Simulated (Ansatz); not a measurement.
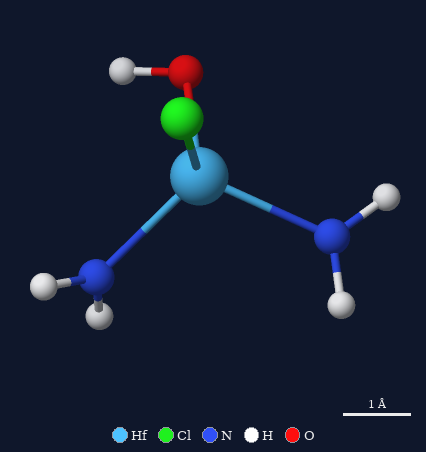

Starting structure of HfN2H5OCl. A ball-and-stick model, seen face on.

The run prepares the start of a later molecular dynamics calculation, from a guessed geometry.

Method: RHF/def2-SVP (Ansatz).

Input
```yaml
crystal:
  periodic: [false, false, false]
  atoms:
    - { symbol: Hf, position_ang: [0.0, 0.0, 0.0] }
    - { symbol: Cl, position_ang: [0.0, 0.0, 2.52] }
    - { symbol: "N", position_ang: [2.084, 0.0, -0.7359] }
    - { symbol: H, position_ang: [2.5823, -0.918, -0.9166] }
    - { symbol: H, position_ang: [2.5853, 0.918, -0.9082] }
    - { symbol: O, position_ang: [-0.975, 1.6891, -0.6893] }
    - { symbol: H, position_ang: [-1.9328, 1.4584, -0.9117] }
    - { symbol: "N", position_ang: [-1.0409, -1.8034, -0.7359] }
    - { symbol: H, position_ang: [-1.5759, -2.4197, -0.0595] }
    - { symbol: H, position_ang: [-1.0055, -2.0526, -1.7656] }
basis:
  gaussian: { orbitals: def2-SVP }
hamiltonian:
  xc: hf
relax:
  f_tol: 0.02
  max_steps: 40
output:
  orbitals: {}
```

Run as
```bash
ansatz run input.yaml --threads 1 --pin off --max-ram 2048MiB --backend cpu --events-out ev --progress --plain --runs-dir out
```

What does the optimiser find from here?

The largest move after the best rigid fit is that of H7, 0.74 Å. Largest moves by element: H 0.74 Å, N 0.27 Å, O 0.25 Å, Cl 0.24 Å, Hf 0.11 Å. Some distances before and after: Hf1–N3 2.210 → 2.042 Å, Hf1–N8 2.208 → 2.049 Å, Hf1–O6 2.069 → 1.930 Å, Hf1–Cl2 2.520 → 2.427 Å. Bond angles that change, for instance: Hf1–O6–H7 109.5° → 168.5°, H4–N3–H5 120.0° → 108.1°, Hf1–N3–H4 120.0° → 125.7°. Groups turn about Hf1–N8 by about 40°, Hf1–N3 by about 30°. Over 16 geometry steps the energy falls by 154.0 kJ/mol. Largest force component: 3.1 eV/Å at the start, 0.019 eV/Å at the end. The forces were under the threshold at step 10, but the run went on from there. The run took 79 s on 1 thread of Arm Neoverse V1, with other jobs on the host, peak memory 0.26 GiB.

The structure at the end:

```xyz
10

Hf   -0.0507   -0.0987    0.0247
Cl   -0.0165   -0.2270    2.4476
N     1.8200   -0.0033   -0.7884
H     2.5683   -0.6550   -0.6195
H     2.1733    0.7336   -1.3746
O    -1.0010    1.4761   -0.5608
H    -1.6090    2.1239   -0.8638
N    -0.8882   -1.8318   -0.6792
H    -1.7496   -2.2460   -0.3637
H    -0.5251   -2.4000   -1.4250
```

After the run, drawn alike:

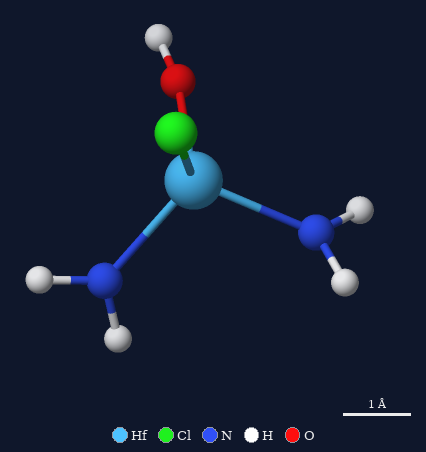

Limits of the set-up: Hartree-Fock leaves out electron correlation.
